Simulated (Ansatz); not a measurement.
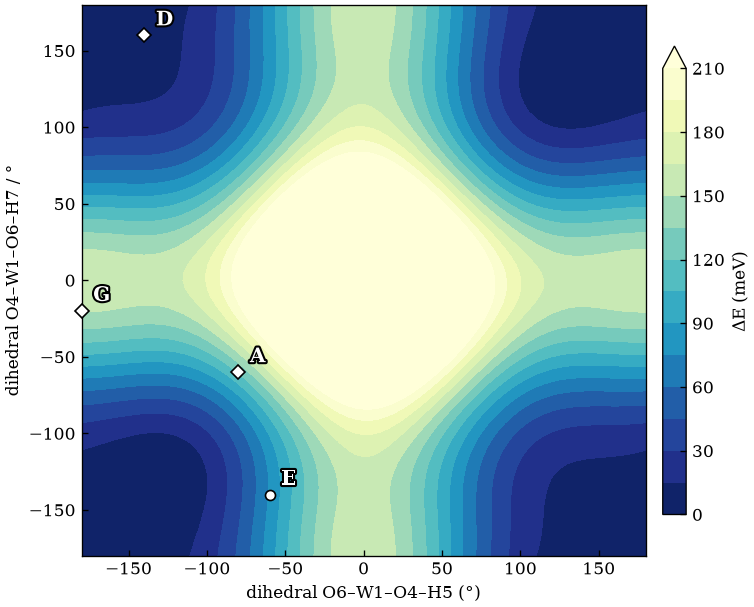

WO2(OH)2 (H₂O₄W). 
- First axis: dihedral O6–W1–O4–H5. Second axis: dihedral O4–W1–O6–H7.
- Nothing is relaxed (all other coordinates rigid).
- The scan uses an 18 × 18 grid; 171 points were computed and 153 follow by symmetry.
- Points are written as (first, second).
- All energies are given in meV relative to the relaxed molecule at the same level.
- Level of theory: RHF/def2-SVP in Ansatz 0.2.0.

In the figure: filled contours, one colour for all values above the top of the scale, lettered points. Between grid points the surface is interpolated.

> What kind of point is each of A, D, E, G: minimum, saddle, maximum or slope?

A: on a slope; D: saddle point; E: on a slope; G: on a slope. (In these two coordinates alone; a stationary point may lie a little off the grid point.)

> Rank the lettered points by energy, lowest first.

D (10 meV), E (77 meV), A (121 meV), G (151 meV).
